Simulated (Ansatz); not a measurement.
# BH3S2 (SMILES SBS): BLYP/aug-cc-pVDZ

Aim: the energy change on altering one bond length of BH3S2 at BLYP/aug-cc-pVDZ, from 2 runs. 

The results are computed with Ansatz 0.2.0.

37 further runs of the same task are left out: 2 that didn't finish, 35 set aside as unsound or not needed. Runs told in other sessions of the task aren't counted.

## Step 1: Starting point

BH3S2 has 6 atoms, charge 0, and is taken as a singlet. As SMILES, `SBS`. The shape is that of a PBE0-D4/def2-TZVP optimisation. This is one conformer, not always the lowest.

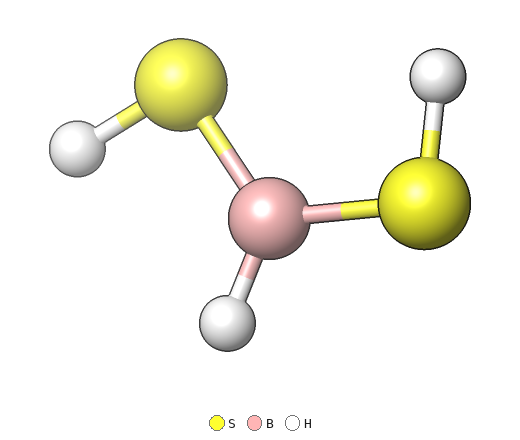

The structure, seen from a chosen angle (sulfur yellow, boron pink, hydrogen white).

## Step 2: The energy at BLYP/aug-cc-pVDZ

The input, in.yaml:

```yaml
crystal:
  periodic: [false, false, false]
  atoms:
    - {symbol: S, position_ang: [-0.819900, -0.605200, -1.516500]}
    - {symbol: B, position_ang: [0.091400, -0.453600, 0.008900]}
    - {symbol: S, position_ang: [0.333100, 1.114800, 0.829800]}
    - {symbol: H, position_ang: [-1.145600, 0.688100, -1.694600]}
    - {symbol: H, position_ang: [0.535500, -1.462200, 0.457500]}
    - {symbol: H, position_ang: [1.047600, 0.654100, 1.868800]}
basis:
  gaussian:
    orbitals: aug-cc-pVDZ
hamiltonian:
  xc: {name: BLYP}
accuracy: high
output: {orbitals: {seedname: orbitals}}
```

Launch:

```sh
$ ansatz run in.yaml --threads 1 --pin off --max-ram 2610MiB --events-out events.jsonl --progress --plain --runs-dir runs
```

The program printed:

```text
Warning: RAYON_NUM_THREADS=1 ignored (pool sized by the plan → 1); use --threads N
Functional definition: BLYP
  name "BLYP"
  parameter beta = 0.0042
  parameter a = 0.04918
  parameter b = 0.132
  parameter c = 0.2533
  parameter d = 0.349
  exchange = b88_x(beta = beta)
  correlation = lyp_c(a = a, b = b, c = c, d = d)
2086 factors; integrals over basis functions are off by at most 3.4e-9 eV
mean field evaluation 1: about -22392.7649 eV, gradient 3.5e1 eV
mean field evaluation 2: about -22386.3690 eV, gradient 5.4e1 eV
mean field evaluation 4: about -22396.8769 eV, gradient 2.6e0 eV
mean field evaluation 8: about -22396.8950 eV, gradient 3.6e-2 eV
mean field evaluation 16: about -22396.8950 eV, gradient 1.5e-6 eV
mean field -22396.89499377 eV, -823.0707098603 hartree, gradient 5.3e-8 eV, S^2 0.000000; 0 other end points of the search recorded, 0 dependent functions left out
reference -22396.89504879 eV, -823.0707118823 hartree; 20, 20 occupied and 84, 84 virtual orbitals, 2086 factors
Total energy: -22396.89504879 eV, -823.0707118823 hartree
```

Run time: 14 s. Hardware: 1 thread of Arm Neoverse N1, shared host; peak memory 0.27 GiB.

## Step 3: The distorted shape at the same level

The input, input.yaml:

```yaml
crystal:
  periodic: [false, false, false]
  atoms:
    - {symbol: S, position_ang: [-1.677313, -0.052351, -2.763319]}
    - {symbol: B, position_ang: [-0.766013, 0.099249, -1.237919]}
    - {symbol: S, position_ang: [-0.524313, 1.667649, -0.417019]}
    - {symbol: H, position_ang: [-2.003013, 1.240949, -2.941419]}
    - {symbol: H, position_ang: [-0.321913, -0.909351, -0.789319]}
    - {symbol: H, position_ang: [1.047600, 0.654100, 1.868800]}
basis:
  gaussian:
    orbitals: aug-cc-pVDZ
hamiltonian:
  xc: {name: BLYP}
accuracy: high
output: {orbitals: {seedname: orbitals}}
```

Launch:

```sh
$ ansatz run input.yaml --threads 1 --pin off --max-ram 2610MiB --events-out events.jsonl --progress --plain --runs-dir runs
```

The program printed:

```text
Warning: RAYON_NUM_THREADS=1 ignored (pool sized by the plan → 1); use --threads N
Functional definition: BLYP
  name "BLYP"
  parameter beta = 0.0042
  parameter a = 0.04918
  parameter b = 0.132
  parameter c = 0.2533
  parameter d = 0.349
  exchange = b88_x(beta = beta)
  correlation = lyp_c(a = a, b = b, c = c, d = d)
2097 factors; integrals over basis functions are off by at most 3.7e-9 eV
mean field evaluation 1: about -22383.0011 eV, gradient 4.4e1 eV
mean field evaluation 2: about -22351.4986 eV, gradient 9.4e1 eV
mean field evaluation 4: about -22384.8934 eV, gradient 2.9e1 eV
mean field evaluation 8: about -22390.1287 eV, gradient 2.0e1 eV
mean field evaluation 16: about -22392.9420 eV, gradient 1.7e-5 eV
mean field -22392.94197736 eV, -822.9254391868 hartree, gradient 9.2e-8 eV, S^2 0.000000; 1 other end points of the search recorded, 0 dependent functions left out
reference -22392.94203391 eV, -822.9254412650 hartree; 20, 20 occupied and 84, 84 virtual orbitals, 2097 factors
Total energy: -22392.94203391 eV, -822.9254412650 hartree
```

Run time: 16 s. Hardware: 1 thread of Arm Neoverse N1, shared host; peak memory 0.27 GiB.

## Step 4: Results

At BLYP/aug-cc-pVDZ:

| quantity | value |
| --- | --- |
| first shape: total energy | -823.07071 Eh |
| first shape: HOMO energy | -6.29 eV |
| first shape: LUMO energy | -1.69 eV |
| first shape: HOMO–LUMO gap | 4.61 eV |
| distorted shape: total energy | -822.92544 Eh |
| distorted shape: HOMO energy | -6.38 eV |
| distorted shape: LUMO energy | -5.86 eV |
| distorted shape: HOMO–LUMO gap | 0.52 eV |
| energy change with the S3–H6 bond stretched from 1.342 to 2.953 Å | 3.953 eV |

One bond (distorted shape) is far stretched, which a spin-restricted single reference describes badly; a broken-symmetry solution may lie lower. With the S3–H6 bond stretched from 1.342 to 2.953 Å the energy rises by 3.95 eV (381 kJ/mol). The first shape isn't relaxed at this level, so the change isn't measured from a minimum. A restricted reference can't describe the breaking bond well at this length.
